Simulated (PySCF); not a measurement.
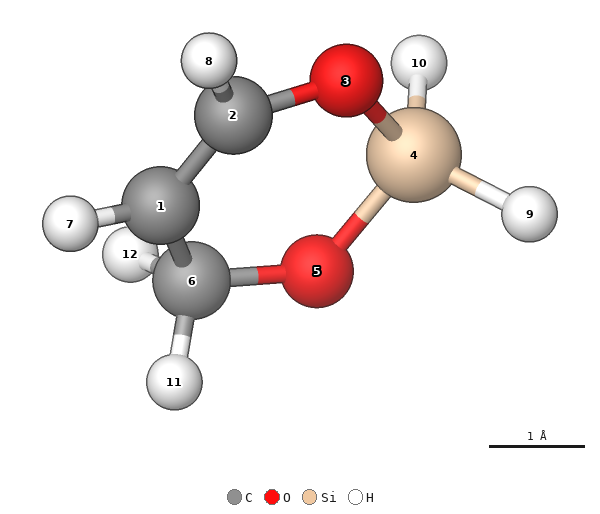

The starting structure (ball-and-stick view, seen at a tilt; atoms are numbered from 1 in the order of the input). Bond lengths as drawn: C–C 1.34 to 1.46 Å, C–H 1.08 to 1.11 Å, C–O 1.34 to 1.40 Å, H–Si 1.43 to 1.46 Å and O–Si 1.64 to 1.69 Å.

## C3H6O2Si: geometry relaxation

System: C3H6O2Si, SMILES C1=CO[SiH2]OC1.
Method: PBE0-D3(BJ)/def2-SVP geometry optimisation, gas phase (PySCF 2.14.0).

## Log
```
step   0  E = -557.19575571  max force = 0.028282
step   1  E = -557.20168852  max force = 0.004955
step   2  E = -557.20190911  max force = 0.002020
step   3  E = -557.20191140  max force = 0.002544
step   4  E = -557.20197566  max force = 0.000504
step   5  E = -557.20199226  max force = 0.000596
step   6  E = -557.20202524  max force = 0.000845
step   7  E = -557.20207083  max force = 0.001083
step   8  E = -557.20213252  max force = 0.000946
step   9  E = -557.20220768  max force = 0.000451
step  10  E = -557.20226639  max force = 0.000414
step  11  E = -557.20227249  max force = 0.000202
optimisation converged
```

## Trajectory as extended XYZ (Å, eV, eV/Å), 12 frames, from step=0 to step=11
```
12
Properties=species:S:1:pos:R:3:forces:R:3 step=0 energy=-15162.06880
C    -1.2603   -0.2278   -0.1530   -0.7508   1.0750  -0.0165
C    -0.9906    1.0770   -0.0251    0.1673  -0.6266  -0.0412
O     0.2372    1.5855    0.1168    0.8795   0.4987   0.1112
Si    1.5994    0.5999    0.2417   -1.4543  -0.2778   0.6459
O     1.0181   -0.9389    0.2417    0.3707  -0.0109   0.1726
C    -0.2743   -1.3031   -0.1554    0.5041  -1.0605   0.4204
H    -2.2961   -0.5112   -0.2769   -0.4196  -0.1281  -0.0421
H    -1.7297    1.8579   -0.0271   -0.7347   0.3017  -0.0257
H     2.1698    0.8156    1.5660    0.5792   0.2451   0.2672
H     2.3719    0.8670   -0.9263    0.9969   0.3108  -0.8288
H    -0.6086   -2.1030    0.5412    0.0195   0.0224  -0.2644
H    -0.1970   -1.7472   -1.1528   -0.1579  -0.3496  -0.3985
12
Properties=species:S:1:pos:R:3:forces:R:3 step=1 energy=-15162.23024
C    -1.8381   -0.4710   -0.0905    0.1720  -0.2427   0.0012
C    -1.5497    0.8257    0.0610   -0.0366   0.2230  -0.0033
O    -0.3090    1.3567    0.2174   -0.1649  -0.0302   0.0241
Si    1.0396    0.3590    0.3024    0.2149   0.1058  -0.2548
O     0.4693   -1.1877    0.3020   -0.0671  -0.0990   0.0361
C    -0.8253   -1.5841   -0.1003   -0.0679   0.1962  -0.0908
H    -2.8852   -0.7550   -0.2174   -0.0103   0.0276  -0.0009
H    -2.3369    1.5903    0.0645    0.0947  -0.0595   0.0094
H     1.8015    0.6401    1.5384   -0.0443  -0.0438   0.1637
H     1.9196    0.6552   -0.8691   -0.1349  -0.0588   0.0134
H    -1.1587   -2.3904    0.5740    0.0145  -0.0366   0.0566
H    -0.7744   -2.0351   -1.1127    0.0299   0.0180   0.0452
12
Properties=species:S:1:pos:R:3:forces:R:3 step=2 energy=-15162.23624
C    -1.8291   -0.4715   -0.0919   -0.0726  -0.0725  -0.0123
C    -1.5537    0.8296    0.0607    0.1009  -0.0493  -0.0010
O    -0.3145    1.3583    0.2193   -0.0277   0.0489   0.0252
Si    1.0385    0.3624    0.2955    0.1039   0.0707  -0.0356
O     0.4721   -1.1863    0.3027    0.0232  -0.0456   0.0439
C    -0.8200   -1.5817   -0.0998   -0.0146   0.0877  -0.0183
H    -2.8758   -0.7565   -0.2197   -0.0149   0.0043  -0.0037
H    -2.3399    1.5907    0.0678    0.0070  -0.0076  -0.0017
H     1.7879    0.6303    1.5490   -0.0387  -0.0145   0.0139
H     1.9012    0.6512   -0.8841   -0.0516  -0.0107  -0.0110
H    -1.1504   -2.3874    0.5796   -0.0064  -0.0025   0.0006
H    -0.7637   -2.0353   -1.1093   -0.0086  -0.0087  -0.0001
12
Properties=species:S:1:pos:R:3:forces:R:3 step=3 energy=-15162.23630
C    -1.8337   -0.4788   -0.0948    0.1308   0.0922   0.0218
C    -1.5485    0.8206    0.0617   -0.1161   0.0385  -0.0081
O    -0.3164    1.3610    0.2248    0.0206  -0.0362   0.0121
Si    1.0414    0.3706    0.2921    0.0055  -0.0316   0.0734
O     0.4746   -1.1796    0.3064   -0.0090   0.0145   0.0238
C    -0.8165   -1.5775   -0.0986   -0.0094  -0.1217   0.0057
H    -2.8812   -0.7614   -0.2254    0.0236   0.0081   0.0020
H    -2.3334    1.5807    0.0700   -0.0627   0.0300  -0.0077
H     1.7815    0.6311    1.5548   -0.0037   0.0084  -0.0608
H     1.8840    0.6557   -0.8985    0.0205   0.0166  -0.0218
H    -1.1438   -2.3838    0.5830    0.0069   0.0013  -0.0232
H    -0.7552   -2.0347   -1.1056   -0.0071  -0.0200  -0.0172
12
Properties=species:S:1:pos:R:3:forces:R:3 step=4 energy=-15162.23805
C    -1.8279   -0.4772   -0.0944   -0.0075   0.0178   0.0007
C    -1.5525    0.8237    0.0633    0.0029  -0.0083  -0.0111
O    -0.3186    1.3608    0.2282   -0.0004   0.0071   0.0259
Si    1.0396    0.3701    0.2937   -0.0106  -0.0079   0.0018
O     0.4761   -1.1817    0.3091   -0.0023  -0.0048   0.0245
C    -0.8145   -1.5808   -0.0980    0.0095  -0.0108  -0.0080
H    -2.8744   -0.7615   -0.2275    0.0013  -0.0027  -0.0012
H    -2.3414    1.5816    0.0691   -0.0100   0.0021  -0.0024
H     1.7848    0.6353    1.5495    0.0061   0.0042  -0.0147
H     1.8801    0.6580   -0.8993    0.0043   0.0044  -0.0101
H    -1.1448   -2.3868    0.5816    0.0070   0.0011  -0.0023
H    -0.7539   -2.0379   -1.1057   -0.0003  -0.0023  -0.0029
12
Properties=species:S:1:pos:R:3:forces:R:3 step=5 energy=-15162.23850
C    -1.8263   -0.4791   -0.0957   -0.0183   0.0012  -0.0002
C    -1.5552    0.8223    0.0652    0.0114  -0.0114  -0.0130
O    -0.3228    1.3615    0.2349   -0.0014   0.0073   0.0307
Si    1.0376    0.3728    0.2940   -0.0118  -0.0032  -0.0188
O     0.4776   -1.1803    0.3135   -0.0005   0.0014   0.0261
C    -0.8113   -1.5816   -0.0969    0.0088   0.0026  -0.0147
H    -2.8718   -0.7652   -0.2327   -0.0004  -0.0043  -0.0016
H    -2.3465    1.5781    0.0694    0.0019  -0.0025  -0.0016
H     1.7895    0.6408    1.5446    0.0087   0.0045  -0.0043
H     1.8711    0.6619   -0.9044   -0.0001   0.0015  -0.0042
H    -1.1416   -2.3881    0.5820    0.0031   0.0010   0.0016
H    -0.7476   -2.0392   -1.1043   -0.0015   0.0021   0.0001
12
Properties=species:S:1:pos:R:3:forces:R:3 step=6 energy=-15162.23940
C    -1.8239   -0.4844   -0.0982   -0.0153  -0.0186   0.0005
C    -1.5608    0.8178    0.0692    0.0118  -0.0047  -0.0146
O    -0.3323    1.3628    0.2492   -0.0033  -0.0012   0.0351
Si    1.0333    0.3799    0.2941   -0.0042   0.0054  -0.0435
O     0.4812   -1.1763    0.3222   -0.0040   0.0097   0.0258
C    -0.8040   -1.5832   -0.0946    0.0058   0.0152  -0.0210
H    -2.8669   -0.7753   -0.2433   -0.0026  -0.0044  -0.0024
H    -2.3570    1.5690    0.0705    0.0144  -0.0072  -0.0007
H     1.7988    0.6537    1.5342    0.0090   0.0040   0.0080
H     1.8520    0.6716   -0.9147   -0.0090  -0.0031   0.0038
H    -1.1337   -2.3908    0.5828   -0.0010  -0.0009   0.0058
H    -0.7339   -2.0410   -1.1017   -0.0017   0.0060   0.0032
12
Properties=species:S:1:pos:R:3:forces:R:3 step=7 energy=-15162.24064
C    -1.8207   -0.4928   -0.1017   -0.0066  -0.0299   0.0024
C    -1.5690    0.8104    0.0750    0.0062   0.0006  -0.0162
O    -0.3464    1.3640    0.2692   -0.0027  -0.0088   0.0368
Si    1.0269    0.3908    0.2936    0.0057   0.0125  -0.0557
O     0.4866   -1.1695    0.3339   -0.0098   0.0144   0.0235
C    -0.7931   -1.5850   -0.0918    0.0024   0.0200  -0.0231
H    -2.8601   -0.7909   -0.2576   -0.0025  -0.0028  -0.0031
H    -2.3714    1.5552    0.0728    0.0196  -0.0081   0.0000
H     1.8105    0.6728    1.5198    0.0078   0.0033   0.0150
H     1.8245    0.6861   -0.9292   -0.0156  -0.0066   0.0084
H    -1.1214   -2.3946    0.5839   -0.0027  -0.0020   0.0071
H    -0.7138   -2.0428   -1.0983   -0.0018   0.0076   0.0050
12
Properties=species:S:1:pos:R:3:forces:R:3 step=8 energy=-15162.24232
C    -1.8160   -0.5056   -0.1061    0.0061  -0.0269   0.0054
C    -1.5802    0.7989    0.0833   -0.0032   0.0051  -0.0163
O    -0.3666    1.3649    0.2972   -0.0008  -0.0123   0.0326
Si    1.0178    0.4070    0.2923    0.0149   0.0153  -0.0487
O     0.4944   -1.1588    0.3492   -0.0146   0.0125   0.0189
C    -0.7773   -1.5872   -0.0882    0.0006   0.0142  -0.0187
H    -2.8502   -0.8139   -0.2770   -0.0016  -0.0001  -0.0035
H    -2.3906    1.5348    0.0767    0.0151  -0.0052   0.0000
H     1.8248    0.7007    1.5002    0.0044   0.0021   0.0133
H     1.7848    0.7070   -0.9491   -0.0174  -0.0077   0.0077
H    -1.1028   -2.3998    0.5852   -0.0020  -0.0026   0.0054
H    -0.6854   -2.0442   -1.0940   -0.0016   0.0056   0.0039
12
Properties=species:S:1:pos:R:3:forces:R:3 step=9 energy=-15162.24436
C    -1.8080   -0.5237   -0.1124    0.0023  -0.0092   0.0065
C    -1.5959    0.7824    0.0954   -0.0014  -0.0026  -0.0134
O    -0.3952    1.3644    0.3385    0.0019  -0.0016   0.0210
Si    1.0043    0.4301    0.2900    0.0084   0.0088  -0.0232
O     0.5054   -1.1430    0.3716   -0.0102   0.0020   0.0118
C    -0.7541   -1.5900   -0.0828    0.0043   0.0062  -0.0090
H    -2.8340   -0.8457   -0.3059   -0.0013   0.0007  -0.0035
H    -2.4171    1.5058    0.0825    0.0064  -0.0020  -0.0008
H     1.8435    0.7413    1.4713    0.0024   0.0021   0.0045
H     1.7235    0.7347   -0.9783   -0.0107  -0.0056   0.0018
H    -1.0759   -2.4072    0.5871   -0.0002  -0.0010   0.0029
H    -0.6438   -2.0454   -1.0873   -0.0019   0.0022   0.0014
12
Properties=species:S:1:pos:R:3:forces:R:3 step=10 energy=-15162.24596
C    -1.7951   -0.5464   -0.1207   -0.0110   0.0050   0.0041
C    -1.6154    0.7608    0.1120    0.0083  -0.0186  -0.0059
O    -0.4329    1.3617    0.3963    0.0040   0.0213   0.0029
Si    0.9843    0.4599    0.2865   -0.0042   0.0013   0.0054
O     0.5193   -1.1220    0.4052    0.0086  -0.0140  -0.0009
C    -0.7224   -1.5935   -0.0735    0.0019   0.0052   0.0015
H    -2.8089   -0.8852   -0.3473   -0.0013  -0.0003  -0.0028
H    -2.4505    1.4676    0.0889    0.0007  -0.0005  -0.0021
H     1.8683    0.7982    1.4264    0.0012   0.0026  -0.0018
H     1.6325    0.7658   -1.0189   -0.0039  -0.0038  -0.0035
H    -1.0400   -2.4167    0.5909   -0.0022   0.0017   0.0022
H    -0.5865   -2.0463   -1.0761   -0.0023   0.0003   0.0008
12
Properties=species:S:1:pos:R:3:forces:R:3 step=11 energy=-15162.24613
C    -1.7930   -0.5491   -0.1209   -0.0054   0.0023   0.0024
C    -1.6170    0.7582    0.1140    0.0007  -0.0059  -0.0042
O    -0.4372    1.3621    0.4040    0.0033   0.0104   0.0027
Si    0.9814    0.4634    0.2853   -0.0031  -0.0018   0.0036
O     0.5213   -1.1198    0.4112    0.0070  -0.0076  -0.0001
C    -0.7184   -1.5940   -0.0703    0.0000   0.0022   0.0014
H    -2.8051   -0.8895   -0.3530   -0.0002   0.0002  -0.0009
H    -2.4537    1.4629    0.0881   -0.0005   0.0006  -0.0019
H     1.8735    0.8073    1.4169    0.0001   0.0012  -0.0028
H     1.6164    0.7665   -1.0272    0.0002  -0.0023  -0.0037
H    -1.0361   -2.4174    0.5939   -0.0008   0.0020   0.0023
H    -0.5795   -2.0471   -1.0723   -0.0014  -0.0014   0.0014
```

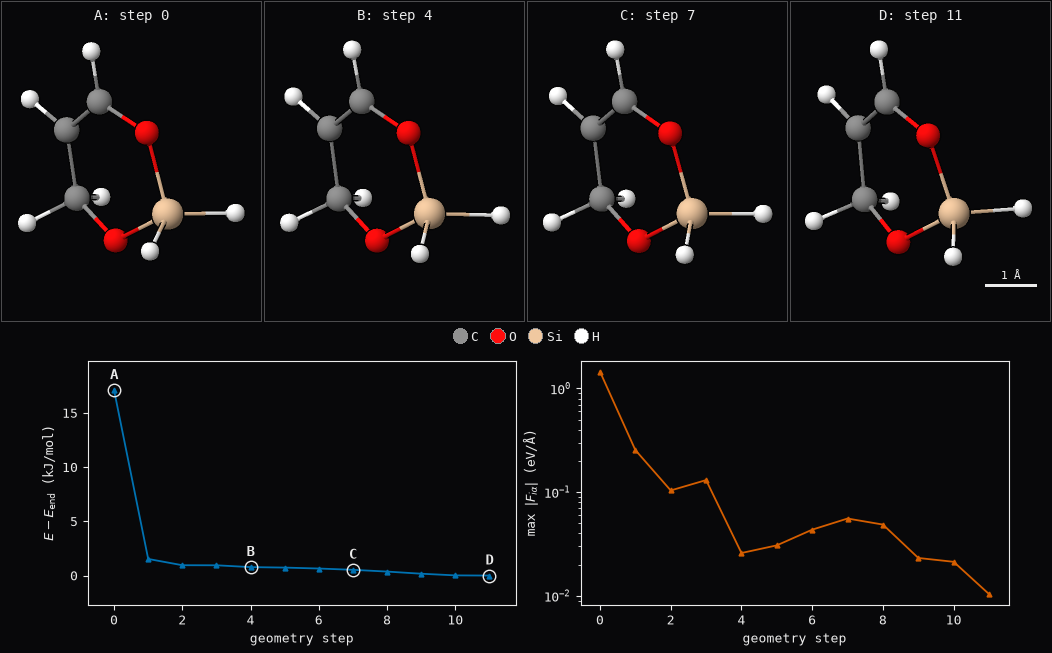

Frames of the relaxation (ball-and-stick view, seen at a tilt) above the curves, on which the letters mark them (steps are counted from 0).

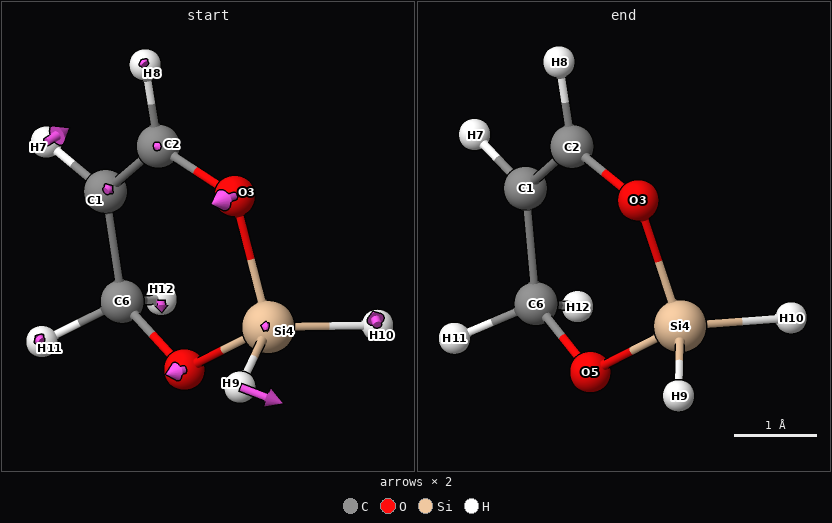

Before (left) and after (right) the relaxation, at one scale (ball-and-stick view, seen at a tilt). The pink arrows give the displacements, magnified 2 times. The largest move after the best rigid fit is that of H9, 0.30 Å. By element the largest moves are H 0.30 Å, O 0.23 Å, C 0.07 Å, Si 0.06 Å. Among the contacts that change: Si4–H10 1.426 → 1.489 Å, C1–C6 1.459 → 1.500 Å, Si4–H9 1.458 → 1.482 Å, C2–O3 1.336 → 1.357 Å. Among the angles that change: H9–Si4–H10 120.3° → 111.7°, O5–Si4–H9 106.1° → 109.4°, C2–O3–Si4 121.8° → 118.7°. Over 11 geometry steps the energy falls by 17.1 kJ/mol. The largest force component goes from 1.5 to 0.01 eV/Å. (Atoms are counted from 1 in the order of the input.)

The run was set up as follows.

## Input
```
{"job": {"xc": "PBE0", "basis": "def2-SVP", "d3": "d3bj", "grid": 1, "shake": 0.01, "kind": "geom"}, "charge": 0, "multiplicity": 1}
C     -1.260270    -0.227850    -0.152970
C     -0.990620     1.077020    -0.025060
O      0.237160     1.585540     0.116760
Si     1.599360     0.599930     0.241720
O      1.018110    -0.938940     0.241670
C     -0.274340    -1.303120    -0.155360
H     -2.296100    -0.511230    -0.276900
H     -1.729680     1.857940    -0.027080
H      2.169790     0.815600     1.566040
H      2.371900     0.867010    -0.926290
H     -0.608630    -2.102980     0.541190
H     -0.196980    -1.747180    -1.152760
```

The first line tells a small driver script what to run in PySCF; the rest is the geometry in Å.

Launch command:
```bash
OMP_NUM_THREADS=1 python <driver script> task.json out
```

## Key numbers

```tsv
quantity	value
outcome	converged
total energy	−557.202272 hartree
dipole moment	1.05 D
point group	C1
hardware	1 CPU thread, shared host
wall time	88 s
peak memory	0.52 GiB
```
